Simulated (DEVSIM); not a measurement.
Structure: Ge n-i-p diode, at 300 K.

```tsv
layer (left to right)	material	thickness (μm)	Nd (cm⁻³)	Na (cm⁻³)	τn (s)	τp (s)
1	Ge	1.40	2.7e17	-	6e-7	6e-7
2	Ge	5.30	-	1.8e13	6e-7	6e-7
3	Ge	0.330	-	4.1e17	6e-7	6e-7
```

Left contact: ohmic. Right contact: ohmic. Voltage is applied to the left contact. Recombination: SRH at mid-gap, radiative. Mobility is constant in doping.

This is a model device: material constants are rounded textbook-type values typed into the input, and sizes, dopings and lifetimes were drawn at random. Values at 300 K.

```tsv
parameter	Ge
gap (eV)	0.664
affinity (eV)	4
permittivity	16
Nc (cm⁻³)	1.04e19
Nv (cm⁻³)	6e18
μn (cm²/Vs)	3900
μp (cm²/Vs)	1900
B (cm³/s)	6.4e-14
```

DEVSIM, 1D drift-diffusion, Boltzmann statistics, complete ionisation; no tunnelling, impact ionisation, image-force lowering or self-heating.

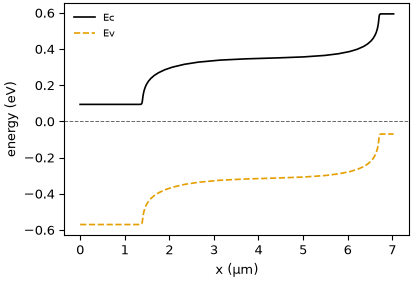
Figure. Band edges at zero bias

Energies count from the Fermi level of the right contact; mesh points crowd at the junctions.

```tsv
x (μm)	Ec (eV)	Ev (eV)	n (cm⁻³)	p (cm⁻³)	field (V/cm)
0.000	0.094	-0.570	2.7e17	1.6e9	≈ 0
0.03670	0.094	-0.570	2.7e17	1.6e9	≈ 0
0.1216	0.094	-0.570	2.7e17	1.6e9	≈ 0
0.3376	0.094	-0.570	2.7e17	1.6e9	≈ 0
0.9731	0.094	-0.570	2.7e17	1.6e9	≈ 0
1.235	0.094	-0.570	2.7e17	1.6e9	≈ 0
1.348	0.095	-0.570	2.7e17	1.6e9	120
1.401	0.123	-0.541	8.8e16	4.9e9	23000
1.437	0.173	-0.491	1.3e16	3.3e10	8800
1.532	0.222	-0.442	1.9e15	2.3e11	3400
1.755	0.269	-0.395	3.1e14	1.4e12	1400
2.651	0.328	-0.336	3.2e13	1.4e13	310
4.449	0.352	-0.312	1.3e13	3.4e13	75
5.790	0.374	-0.290	5.4e12	8.1e13	380
6.447	0.428	-0.236	6.6e11	6.6e14	1800
6.615	0.477	-0.187	9.9e10	4.4e15	5000
6.679	0.528	-0.136	1.4e10	3.2e16	14000
6.708	0.585	-0.079	1.6e9	2.8e17	12000
6.774	0.595	-0.069	1.1e9	4.1e17	≈ 0
6.884	0.595	-0.069	1.1e9	4.1e17	≈ 0
6.980	0.595	-0.069	1.1e9	4.1e17	≈ 0
7.030	0.595	-0.069	1.1e9	4.1e17	≈ 0
```
